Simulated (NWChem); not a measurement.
# AlH2O (SMILES [O][AlH2]): UPBE0/jorge-DZP

Aim: the vertical ionisation energy of AlH2O at UPBE0/jorge-DZP, from 2 runs. 

The results are computed with NWChem 7.3.0.

### Step 1. The molecule

AlH2O: 4 atoms, total charge 0, spin state doublet. As SMILES, `[O][AlH2]`. The coordinates come from a PBE0-D4/def2-TZVP relaxation.

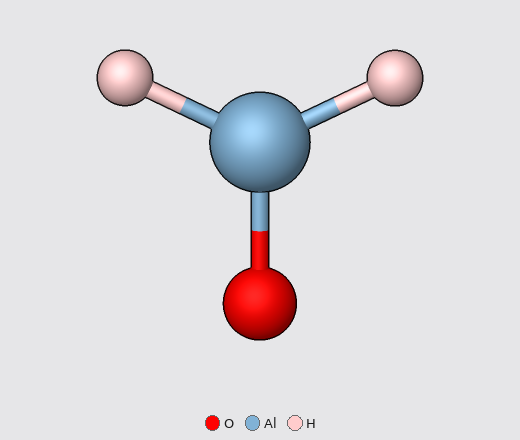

Viewed from a chosen angle; oxygen red, aluminium light blue, hydrogen pink.

### Step 2. The energy at UPBE0/jorge-DZP

alh2o.xyz reads:

```xyz
4
AlH2O PBE0
O      0.062600    -0.856300     1.401400
Al     0.011300     0.029900    -0.080400
H     -1.149600    -0.360800    -1.076000
H      1.131100     1.126800    -0.265300
```

alh2o.nw reads:

```
start alh2o
title "AlH2O PBE0"
memory total 2200 mb
geometry units angstrom noautosym nocenter noautoz
load alh2o.xyz
end
basis spherical bse
* library jorge-DZP
end
dft
xc pbe0
mult 2
grid fine
convergence energy 1e-08
iterations 100
mulliken
print low
end
task dft
```

Launch:

```console
$ nwchem alh2o.nw > alh2o.out
```

The program printed:

```text
[...]
 d= 0,ls=0.0,diis     1   -318.2755852322 -3.62D+02  8.13D-02  5.45D-01     0.4
[...]
 d= 0,ls=0.0,diis    12   -318.6108349192 -1.52D-09  3.95D-07  9.50D-11     4.1
[...]
         Total DFT energy =     -318.610834919227
      One electron energy =     -528.957768263314
           Coulomb energy =      194.303364269006
    Exchange-Corr. energy =      -27.741565067915
 Nuclear repulsion energy =       43.785134142996
[...]
      Total Density - Mulliken Population Analysis
     ---------------------------------------------
    Atom       Charge   Shell Charges
 -----------   ------   -------------------------------------------------------
    1 O    8     8.38   0.95  1.03  0.88  1.05  3.24  1.24  0.00
    2 Al  13    12.36   0.45  0.83  0.64  0.16  1.90  0.82  0.17  5.61  0.47  0.89  0.22  0.20
    3 H    1     1.13   0.70  0.42  0.01
    4 H    1     1.13   0.70  0.42  0.01
[...]
      <S2> =      0.7547 (Exact =     0.7500)
[...]
```

Wall time 4.8 s (1 thread of Intel Xeon 6975P-C (Granite Rapids), shared host); peak memory 0.11 GiB.

### Step 3. The singlet cation

struct.nw reads:

```
start struct
title "AlH2O"
memory 2200 mb
charge 1

geometry units angstrom noautosym nocenter noautoz
  O     0.062600   -0.856300    1.401400
  Al    0.011300    0.029900   -0.080400
  H    -1.149600   -0.360800   -1.076000
  H     1.131100    1.126800   -0.265300
end

basis "ao basis" spherical bse
  * library jorge-DZP
end

dft
  xc pbe0
  mult 1
  grid fine
  convergence energy 1e-08
  iterations 100
  mulliken
  print low
end

task dft energy
```

Launch:

```console
$ nwchem struct.nw > struct.out
```

The program printed:

```text
[...]
 d= 0,ls=0.0,diis     1   -317.2757445007 -3.61D+02  1.22D-01  6.57D+00     0.3
[...]
 d= 0,ls=0.0,diis    14   -318.1552110376 -1.18D-10  1.06D-07  2.23D-11     3.2
         Total DFT energy =     -318.155211037648
      One electron energy =     -522.147145857725
           Coulomb energy =      187.541364047746
    Exchange-Corr. energy =      -27.334563370665
 Nuclear repulsion energy =       43.785134142996
[...]
      Total Density - Mulliken Population Analysis
     ---------------------------------------------
    Atom       Charge   Shell Charges
 -----------   ------   -------------------------------------------------------
    1 O    8     8.09   0.95  1.02  0.92  1.04  3.12  1.03  0.00
    2 Al  13    12.17   0.45  0.83  0.64  0.16  1.90  0.91  0.08  5.61  0.47  0.88  0.10  0.14
    3 H    1     0.87   0.62  0.24  0.01
    4 H    1     0.87   0.62  0.24  0.01
[...]
```

Run time: 3.9 s. Hardware: 1 thread of Intel Xeon 6975P-C (Granite Rapids), shared host; peak memory 0.11 GiB.

### Step 4. What came out

At UPBE0/jorge-DZP:

| quantity | value |
| --- | --- |
| doublet AlH2O: total energy | -318.61083 Eh |
| doublet AlH2O: ⟨S²⟩ | 0.755 |
| singlet cation: total energy | -318.15521 Eh |
| vertical ionisation energy (to the singlet cation) | 12.398 eV |

In words: Removing an electron at fixed nuclei costs 12.40 eV (1196 kJ/mol). Only the singlet of the ionised species was computed; a triplet could lie lower. Mulliken charges (doublet AlH2O) run from -0.38 on O1 to +0.64 on Al2; they depend strongly on the basis.
